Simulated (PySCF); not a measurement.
## Single-point calculation of AlCl (charge +1)

System: AlCl, charge +1, multiplicity 2.
Method: UHF/cc-pcvdz, eomee (PySCF 2.14.0).

Some settings of this run were made unusual or wrong on purpose.

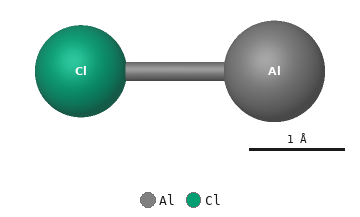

*The input geometry (ball-and-stick view, seen on its broad side). Sticks mark near contacts.*

**Input file**
```python
from pyscf import gto, scf, cc

mol = gto.M(
    atom='Al 0 0 0; Cl 0 0 2.038',
    basis='cc-pcvdz',
    charge=1,
    spin=1,
    symmetry=True,
    verbose=4,
)
mf = scf.UHF(mol)
mf.init_guess = 'core'
mf.kernel()
mycc = cc.CCSD(mf, frozen=10)
mycc.kernel()
e = mycc.eeccsd(nroots=8)[0]
print('roots (eV) =', (e*27.211386).round(3))
mf.dip_moment()
print('orbital energies (hartree):', [e[max(0, n-3):n+3].round(4) for e, n in zip(mf.mo_energy, mol.nelec)])
```

Run on 1 CPU thread, shared host.

Run as:
```bash
OMP_NUM_THREADS=1 python input.py
```

**What the program printed**
```
PySCF version 2.14.0

[INPUT] verbose = 4
[INPUT] num. atoms = 2
[INPUT] num. electrons = 29
[INPUT] charge = 1
[INPUT] spin (= nelec alpha-beta = 2S) = 1
[INPUT] symmetry True subgroup None
[INPUT] Mole.unit = angstrom
[INPUT] Symbol           X                Y                Z      unit          X                Y                Z       unit  Magmom
[INPUT]  1 Al     0.000000000000   0.000000000000   0.000000000000 AA    0.000000000000   0.000000000000   0.000000000000 Bohr   0.0
[INPUT]  2 Cl     0.000000000000   0.000000000000   2.038000000000 AA    0.000000000000   0.000000000000   3.851261841864 Bohr   0.0

nuclear repulsion = 57.3837898004514
point group symmetry = Coov
symmetry origin: [0.         0.         2.18238171]
symmetry axis x: [1. 0. 0.]
symmetry axis y: [0. 1. 0.]
symmetry axis z: [0. 0. 1.]
num. orbitals of irrep A1 = 22
num. orbitals of irrep E1x = 12
num. orbitals of irrep E1y = 12
num. orbitals of irrep E2x = 4
num. orbitals of irrep E2y = 4
number of shells = 16
number of NR pGTOs = 100
number of NR cGTOs = 54
basis = cc-pcvdz
ecp = {}

******** <class 'pyscf.scf.uhf_symm.SymAdaptedUHF'> ********
method = SymAdaptedUHF
initial guess = core
damping factor = 0
level_shift factor = 0
DIIS = <class 'pyscf.scf.diis.CDIIS'>
diis_start_cycle = 1
diis_space = 8
diis_damp = 0
SCF conv_tol = 1e-09
SCF conv_tol_grad = None
SCF max_cycles = 50
direct_scf = True
direct_scf_tol = 1e-13
number electrons alpha = 15  beta = 14
Freeze 0 electrons in irreps []
    29 free electrons in irreps A1 E1x E1y E2x E2y
Set gradient conv threshold to 3.16228e-05
init E= -701.496201684059
alpha HOMO (A1) = -0.241721659064911  LUMO (E1x) = 0.0250385111689155
beta  HOMO (E1x) = -0.478432510322202  LUMO (A1) = -0.241721659064911

WARN: HOMO -0.241721659064911 >= LUMO -0.241721659064911

WARN: alpha-A1 HOMO -0.241721659064911 > system LUMO -0.241721659064911

WARN: beta-A1 LUMO -0.241721659064911 < system HOMO -0.241721659064911

cycle= 1 E= -701.126384364166  delta_E= 0.37  |g|= 0.221  |ddm|= 0.844
alpha HOMO (A1) = -0.651572845434796  LUMO (E1x) = -0.246002936935238
beta  HOMO (E1x) = -0.671322414383297  LUMO (A1) = -0.337448366322242
  HOMO = -0.651572845435  LUMO = -0.337448366322  gap/eV = 8.54776
cycle= 2 E= -701.172161711876  delta_E= -0.0458  |g|= 0.106  |ddm|= 0.517
alpha HOMO (A1) = -0.642791411905687  LUMO (E1x) = -0.21314386439559
beta  HOMO (E1x) = -0.699089296261731  LUMO (A1) = -0.299510614830321
  HOMO = -0.642791411906  LUMO = -0.29951061483  gap/eV = 9.34115
cycle= 3 E= -701.178721468816  delta_E= -0.00656  |g|= 0.0299  |ddm|= 0.103
alpha HOMO (A1) = -0.644896532634682  LUMO (E1x) = -0.204670834556634
beta  HOMO (E1x) = -0.693633504506385  LUMO (A1) = -0.282979414614704
  HOMO = -0.644896532635  LUMO = -0.282979414615  gap/eV = 9.84827
cycle= 4 E= -701.180325175613  delta_E= -0.0016  |g|= 0.013  |ddm|= 0.0694
alpha HOMO (A1) = -0.648135845850582  LUMO (E1x) = -0.203734252966731
beta  HOMO (E1x) = -0.695017033496251  LUMO (A1) = -0.278970363524355
  HOMO = -0.648135845851  LUMO = -0.278970363524  gap/eV = 10.04550
cycle= 5 E= -701.180726697279  delta_E= -0.000402  |g|= 0.00538  |ddm|= 0.0339
alpha HOMO (A1) = -0.648885865455192  LUMO (E1x) = -0.20414166243882
beta  HOMO (E1x) = -0.694041550366654  LUMO (A1) = -0.278555968964383
  HOMO = -0.648885865455  LUMO = -0.278555968964  gap/eV = 10.07719
cycle= 6 E= -701.180801621144  delta_E= -7.49e-05  |g|= 0.00263  |ddm|= 0.0129
alpha HOMO (A1) = -0.648961163953242  LUMO (E1x) = -0.204411146428573
beta  HOMO (E1x) = -0.694245192873369  LUMO (A1) = -0.278609189198573
  HOMO = -0.648961163953  LUMO = -0.278609189199  gap/eV = 10.07779
cycle= 7 E= -701.1808241252  delta_E= -2.25e-05  |g|= 0.00102  |ddm|= 0.0086
alpha HOMO (A1) = -0.648866470977875  LUMO (E1x) = -0.204511841224503
beta  HOMO (E1x) = -0.694101508793084  LUMO (A1) = -0.278569229632648
  HOMO = -0.648866470978  LUMO = -0.278569229633  gap/eV = 10.07630
cycle= 8 E= -701.180827597085  delta_E= -3.47e-06  |g|= 0.00024  |ddm|= 0.00431
alpha HOMO (A1) = -0.648855413918898  LUMO (E1x) = -0.20455310093212
beta  HOMO (E1x) = -0.694121833650131  LUMO (A1) = -0.278579460187192
  HOMO = -0.648855413919  LUMO = -0.278579460187  gap/eV = 10.07572
cycle= 9 E= -701.180827780936  delta_E= -1.84e-07  |g|= 8.45e-05  |ddm|= 0.000915
alpha HOMO (A1) = -0.64886610061448  LUMO (E1x) = -0.204565461444499
beta  HOMO (E1x) = -0.694126131837239  LUMO (A1) = -0.278579229033713
  HOMO = -0.648866100614  LUMO = -0.278579229034  gap/eV = 10.07602
cycle= 10 E= -701.180827803913  delta_E= -2.3e-08  |g|= 3.45e-05  |ddm|= 0.000268
alpha HOMO (A1) = -0.648867938146843  LUMO (E1x) = -0.204566234319222
beta  HOMO (E1x) = -0.694141797888085  LUMO (A1) = -0.278575197606187
  HOMO = -0.648867938147  LUMO = -0.278575197606  gap/eV = 10.07618
cycle= 11 E= -701.180827807447  delta_E= -3.53e-09  |g|= 1.15e-05  |ddm|= 0.000101
alpha HOMO (A1) = -0.648866254817207  LUMO (E1x) = -0.204566020637351
beta  HOMO (E1x) = -0.694145812791612  LUMO (A1) = -0.278574896030989
  HOMO = -0.648866254817  LUMO = -0.278574896031  gap/eV = 10.07614
cycle= 12 E= -701.180827807763  delta_E= -3.16e-10  |g|= 2.35e-06  |ddm|= 3.55e-05
alpha HOMO (A1) = -0.648866157158555  LUMO (E1x) = -0.204566188724391
beta  HOMO (E1x) = -0.694146348234868  LUMO (A1) = -0.278575213771266
  HOMO = -0.648866157159  LUMO = -0.278575213771  gap/eV = 10.07613
Extra cycle  E= -701.180827807768  delta_E= -5.91e-12  |g|= 1.11e-06  |ddm|= 4.04e-06
converged SCF energy = -701.180827807768  <S^2> = 0.75489251  2S+1 = 2.0048865

******** <class 'pyscf.cc.uccsd.UCCSD'> ********
CC2 = 0
CCSD nocc = (np.int64(5), np.int64(4)), nmo = (44, 44)
frozen orbitals 10
max_cycle = 50
direct = 0
conv_tol = 1e-07
conv_tol_normt = 1e-06
diis_space = 6
diis_start_cycle = 0
diis_start_energy_diff = 1e+09
Init t2, MP2 energy = -0.159962912367209
Init E_corr(UCCSD) = -0.159962912368432
cycle = 1  E_corr(UCCSD) = -0.169652460780005  dE = -0.00968954841  norm(t1,t2) = 0.0561836
cycle = 2  E_corr(UCCSD) = -0.17303473668149  dE = -0.0033822759  norm(t1,t2) = 0.0211066
cycle = 3  E_corr(UCCSD) = -0.174005178033902  dE = -0.000970441352  norm(t1,t2) = 0.0138588
cycle = 4  E_corr(UCCSD) = -0.174930785283068  dE = -0.000925607249  norm(t1,t2) = 0.00620302
cycle = 5  E_corr(UCCSD) = -0.174796572688427  dE = 0.000134212595  norm(t1,t2) = 0.00197705
cycle = 6  E_corr(UCCSD) = -0.174818603096635  dE = -2.20304082e-05  norm(t1,t2) = 0.000622211
cycle = 7  E_corr(UCCSD) = -0.17483262707143  dE = -1.40239748e-05  norm(t1,t2) = 0.000278685
cycle = 8  E_corr(UCCSD) = -0.174832508423479  dE = 1.18647951e-07  norm(t1,t2) = 9.3157e-05
cycle = 9  E_corr(UCCSD) = -0.174830669418367  dE = 1.83900511e-06  norm(t1,t2) = 4.09124e-05
cycle = 10  E_corr(UCCSD) = -0.174830586293557  dE = 8.31248092e-08  norm(t1,t2) = 9.69443e-06
cycle = 11  E_corr(UCCSD) = -0.174830635365636  dE = -4.90720787e-08  norm(t1,t2) = 3.88144e-06
cycle = 12  E_corr(UCCSD) = -0.174830636532059  dE = -1.16642287e-09  norm(t1,t2) = 1.9218e-06
cycle = 13  E_corr(UCCSD) = -0.174830638945763  dE = -2.41370371e-09  norm(t1,t2) = 9.00626e-07
```

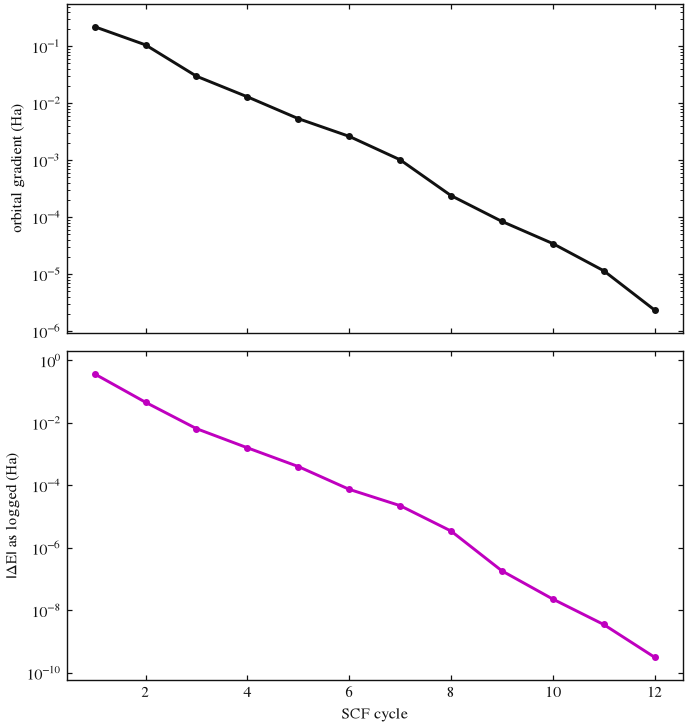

*Convergence of the self-consistent field: orbital gradient and size of the energy change against the SCF cycle.*

The residual falls at every step.

```
UCCSD converged
E(UCCSD) = -701.3556584467142  E_corr = -0.1748306389457627

******** <class 'pyscf.cc.eom_uccsd.EOMEESpinKeep'> ********
max_space = 20
max_cycle = 50
conv_tol = 1e-07
partition = None
EOM-CCSD root 0 E = 0.1194921435627265  qpwt = 0.880789  conv = True
EOM-CCSD root 1 E = 0.1194924903865903  qpwt = 0.880775  conv = True
EOM-CCSD root 2 E = 0.174899594509615  qpwt = 0.965887  conv = True

******** <class 'pyscf.cc.eom_uccsd.EOMEESpinFlip'> ********
max_space = 20
max_cycle = 50
conv_tol = 1e-07
partition = None
EOM-CCSD root 0 E = 0.0005569358425425425  qpwt = 0.980416  conv = True
EOM-CCSD root 1 E = 0.1182733520285437  qpwt = 0.888962  conv = True
EOM-CCSD root 2 E = 0.1182733520285452  qpwt = 0.888962  conv = True
EOM-CCSD root 3 E = 0.1767332679601639  qpwt = 0.952373  conv = True
EOM-CCSD root 4 E = 0.1767332679601649  qpwt = 0.952373  conv = True
roots (eV) = [0.015 3.218 3.218 3.252 3.252 4.759 4.809 4.809]

WARN: System has nonzero charge 1; the dipole moment is origin-dependent.
Location of origin: [0. 0. 0.]

Dipole moment(X, Y, Z, Debye):  0.00000,  0.00000, -0.82548
orbital energies (hartree): [array([-0.696 , -0.696 , -0.6489, -0.2046, -0.2046, -0.0954]), array([-0.7674, -0.6941, -0.6941, -0.2786, -0.1569, -0.1569])]
```

**What the run reported**

| quantity | value |
| --- | --- |
| outcome | converged |
| SCF energy | −701.180828 hartree |
| ⟨S²⟩ | 0.755 |
| wall time | 17 s |

**What went wrong**

Some settings of this run were drawn to be unusual or wrong. It converged; results that depend on the unusual settings are not reference values.
